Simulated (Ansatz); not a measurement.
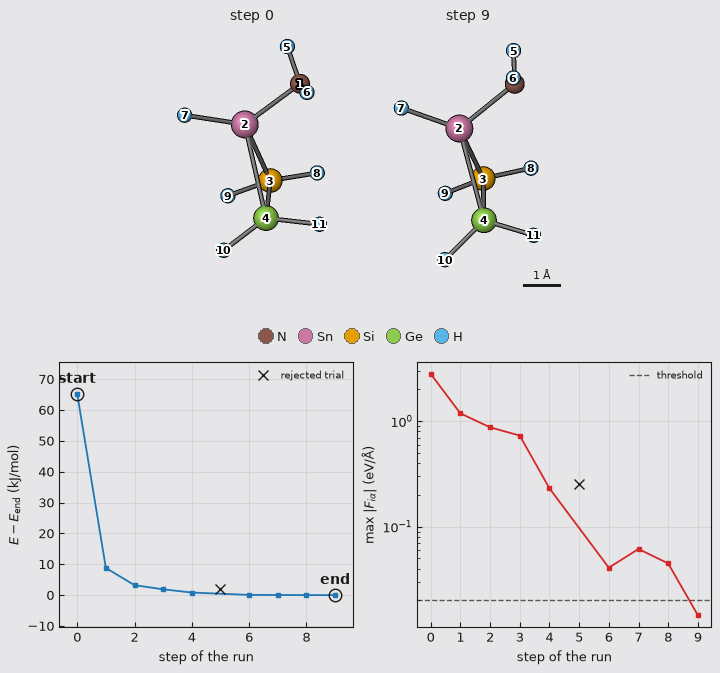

First and last geometry of a relaxation of SnGeSiNH7, with the history of the run. Style: ball-and-stick. Shown from a free direction.

The run prepares an end point of a later path (hydrogen shift) calculation, from a guessed geometry.

Theory: Ansatz 0.2.0, RKS PBE0-D4/def2-SVP. Settings: no spin polarisation; force threshold 0.02 eV/Å; at most 50 steps.

**What do the curves and the structures tell?**

It converged. The largest move after the best rigid fit is that of H6, 0.51 Å. By element the largest moves are H 0.51 Å, Sn 0.26 Å, N 0.19 Å, Si 0.10 Å, Ge 0.09 Å. Near-neighbour distances that change, for instance: Si3–Ge4 2.315 → 2.415 Å, Si3–H8 1.404 → 1.493 Å, Sn2–Si3 2.491 → 2.570 Å, Ge4–H10 1.475 → 1.538 Å. Bond angles that change, for instance: Ge4–Sn2–H7 108.3° → 123.5°, H10–Ge4–H11 127.2° → 112.2°, Sn2–Ge4–H11 109.8° → 119.7°. After 8 accepted moves (9 points after the start) the energy has fallen by 65.2 kJ/mol. Largest force component: 2.8 eV/Å at the start, 0.014 eV/Å at the end. The line search rejected the trial step at point 5 of the run. Cost: 51 s on 2 threads of AMD EPYC 7R43 64-Core Processor (Zen 3) (shared host), peak memory 0.37 GiB.

| step | E − E(0), kJ/mol | largest force component, eV/Å | note |
| --- | --- | --- | --- |
| 0 | 0.00 | 2.8133 |  |
| 1 | -56.40 | 1.1871 |  |
| 2 | -61.98 | 0.8754 |  |
| 3 | -63.32 | 0.7313 |  |
| 4 | -64.37 | 0.2312 |  |
| 5 | -63.22 | 0.2539 | rejected |
| 6 | -65.13 | 0.0409 |  |
| 7 | -65.16 | 0.0615 |  |
| 8 | -65.19 | 0.0449 |  |
| 9 | -65.21 | 0.0145 |  |
